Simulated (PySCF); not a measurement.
**CH3ClF2Si (SMILES C[Si](F)(F)Cl): MP2/def2-SVP**

What is the vertical singlet–triplet gap of CH3ClF2Si at MP2/def2-SVP? 

The results are computed with PySCF 2.14.0.

## 1. The molecule

CH3ClF2Si has 8 atoms, charge 0, and is taken as a singlet. As SMILES, `C[Si](F)(F)Cl`. Geometry: relaxed at PBE0-D4/def2-TZVP.

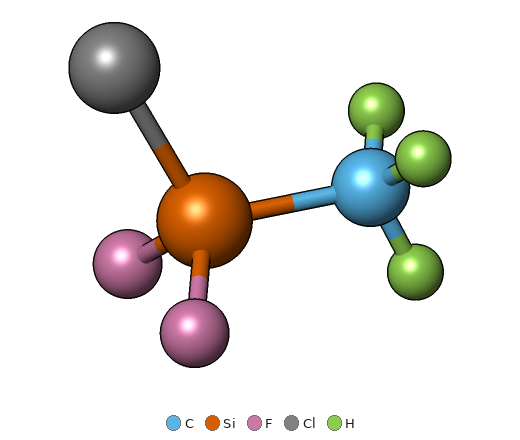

Viewed from a chosen angle; carbon blue, silicon orange, fluorine pink, chlorine grey, hydrogen green.

## 2. A single-point energy at MP2/def2-SVP

Contents of run.py:

```python
from pyscf import gto, mp

mol = gto.M(
    atom='''
C     -1.527844    -0.565028     0.967918
Si     1.305045     0.286105    -0.829968
F      3.754886    -0.892518     0.414039
F      1.164449    -0.785370    -3.617314
Cl     1.819995     4.078974    -1.059947
H     -1.733068    -2.618027     1.038971
H     -1.398775     0.151934     2.897706
H     -3.210267     0.235838     0.083337
''',
    basis='def2-svp',
    spin=0,
    max_memory=1860,
    unit='bohr',
    verbose=4,
)

myscf = mol.RHF()
myscf.conv_tol = 1e-10
myscf.kernel()
if not myscf.converged:
    myscf = myscf.newton().run(myscf.mo_coeff, myscf.mo_occ)

pt = mp.MP2(myscf, frozen=13).run()
etot = pt.e_tot
print(f'total energy: {etot:.8f} hartree')
```

The run is started by

```sh
$ OMP_NUM_THREADS=1 python run.py
```

Log:

```text
PySCF version 2.14.0

[... 62 lines left out ...]
converged SCF energy = -986.698059473578
[... 1 line left out ...]
******** <class 'pyscf.mp.mp2.RMP2'> ********
nocc = 16, nmo = 80
frozen orbitals 13
E(RMP2) = -987.43340629984  E_corr = -0.735346826261426
E(SCS-RMP2) = -987.412952301512  E_corr = -0.714892827933658
E_corr(same-spin) = -0.193296188746215
E_corr(oppo-spin) = -0.542050637515211
total energy: -987.43340630 hartree
```

Wall time 2 s (1 thread of Arm Neoverse V2, shared host); peak memory 0.23 GiB.

## 3. The triplet, same level

Contents of calc.py:

```python
from pyscf import gto, mp

system = gto.Mole()
system.atom = [
    ('C', (-0.808500, -0.299000, 0.512200)),
    ('Si', (0.690600, 0.151400, -0.439200)),
    ('F', (1.987000, -0.472300, 0.219100)),
    ('F', (0.616200, -0.415600, -1.914200)),
    ('Cl', (0.963100, 2.158500, -0.560900)),
    ('H', (-0.917100, -1.385400, 0.549800)),
    ('H', (-0.740200, 0.080400, 1.533400)),
    ('H', (-1.698800, 0.124800, 0.044100)),
]
system.spin = 2
system.max_memory = 1860
system.charge = 0
system.basis = 'def2-svp'
system.verbose = 3
system.build()

mf = system.UHF()
mf.conv_tol = 1e-10
mf.kernel()
if not mf.converged:
    mf = mf.newton().run(mf.mo_coeff, mf.mo_occ)

pt = mp.MP2(mf, frozen=13).run()
etot = pt.e_tot
print('E = %.10f Eh' % etot)
```

The run is started by

```sh
$ OMP_NUM_THREADS=1 python calc.py
```

Log:

```text
WARN: HOMO 0.0881303817664056 >= LUMO -0.386165422450432

WARN: HOMO -0.0989956746276217 >= LUMO -0.279665678021185

WARN: HOMO -0.0704448606145398 >= LUMO -0.200047132828248

WARN: HOMO -0.0704719904297946 >= LUMO -0.175312768006871

WARN: HOMO -0.0750136703174973 >= LUMO -0.17406190772959

WARN: HOMO -0.077560148016794 >= LUMO -0.16814806034452

WARN: HOMO -0.0797297702707511 >= LUMO -0.167117075161563

WARN: HOMO -0.0802395749436671 >= LUMO -0.166600717707631

WARN: HOMO -0.081590466712941 >= LUMO -0.165809094759036

WARN: HOMO -0.0811395658375922 >= LUMO -0.165726495332137

WARN: HOMO -0.0821761885729471 >= LUMO -0.164991825582178

WARN: HOMO -0.0818703352671237 >= LUMO -0.164785826480116

WARN: HOMO -0.0825849663769422 >= LUMO -0.164094925839769

WARN: HOMO -0.082501552657908 >= LUMO -0.163722173755932

WARN: HOMO -0.0830212470821885 >= LUMO -0.163095469272335

WARN: HOMO -0.0837448910416643 >= LUMO -0.161691587677554

WARN: HOMO -0.0838494301728923 >= LUMO -0.161001861691021

WARN: HOMO -0.0850425822790659 >= LUMO -0.159624027307222

WARN: HOMO -0.085572797593239 >= LUMO -0.157801231701292

WARN: HOMO -0.0893609950601921 >= LUMO -0.153832650037926

WARN: HOMO -0.0864402106799278 >= LUMO -0.154872366769017

WARN: HOMO -0.0979086080404445 >= LUMO -0.14817819898558

WARN: HOMO -0.0903566436649643 >= LUMO -0.151352085782941

WARN: HOMO -0.0953102346195309 >= LUMO -0.148253095340082

WARN: HOMO -0.0908609108422014 >= LUMO -0.149637058958224

WARN: HOMO -0.092053570409909 >= LUMO -0.148869147287285

WARN: HOMO -0.0898597642948871 >= LUMO -0.149712601178797

WARN: HOMO -0.0906117266044473 >= LUMO -0.149408849102107

WARN: HOMO -0.0901551833723953 >= LUMO -0.149604489245836

WARN: HOMO -0.0902667693604005 >= LUMO -0.149551691146054

WARN: HOMO -0.0902543935156079 >= LUMO -0.149557375853479

WARN: HOMO -0.0902578984699631 >= LUMO -0.149555957846469

WARN: HOMO -0.0902584713175458 >= LUMO -0.149554496230996

WARN: HOMO -0.0902579936878101 >= LUMO -0.149555461411737

WARN: HOMO -0.0902575236147487 >= LUMO -0.149555744496768

WARN: HOMO -0.0902571311999201 >= LUMO -0.149556361714607

WARN: HOMO -0.0902564707351039 >= LUMO -0.149557281656986

WARN: HOMO -0.0902566176348034 >= LUMO -0.149556824898483

WARN: HOMO -0.0902566201865613 >= LUMO -0.149556747546439

WARN: HOMO -0.0902568818725071 >= LUMO -0.149556456174289

WARN: HOMO -0.0902569944956029 >= LUMO -0.149556155310231

WARN: HOMO -0.090257027463664 >= LUMO -0.149556358835528

WARN: HOMO -0.0902569771451023 >= LUMO -0.149556377362269

converged SCF energy = -986.318941043059  <S^2> = 2.0128882  2S+1 = 3.0085798
E(UMP2) = -987.058271066243  E_corr = -0.739330023183984
E(SCS-UMP2) = -987.033288613165  E_corr = -0.714347570106193
E = -987.0582710662 Eh
```

Run time: 6 s. Hardware: 1 thread of Arm Neoverse V2, shared host; peak memory 0.25 GiB.

## 4. Outcome

Level: MP2/def2-SVP, 13 core orbitals frozen.

| quantity | value |
| --- | --- |
| singlet: total energy | -987.43341 Eh |
| singlet: dipole moment (Hartree–Fock density) | 2.47 D |
| singlet: HOMO energy (Hartree–Fock orbitals) | -13.00 eV |
| singlet: LUMO energy (Hartree–Fock orbitals) | 4.32 eV |
| singlet: HOMO–LUMO gap (Hartree–Fock orbitals) | 17.32 eV |
| singlet: correlation energy (13 core orbitals frozen) | -735.3 mEh |
| triplet: total energy | -987.05827 Eh |
| triplet: dipole moment (Hartree–Fock density) | 2.69 D |
| triplet: HOMO energy (Hartree–Fock orbitals) (highest over α and β) | -2.46 eV |
| triplet: correlation energy (13 core orbitals frozen) | -739.3 mEh |
| triplet: ⟨S²⟩ of the reference determinant | 2.013 |
| vertical energy of the triplet above the singlet | 10.208 eV |

In words: At this shape the triplet lies 10.21 eV (985 kJ/mol) above the singlet.
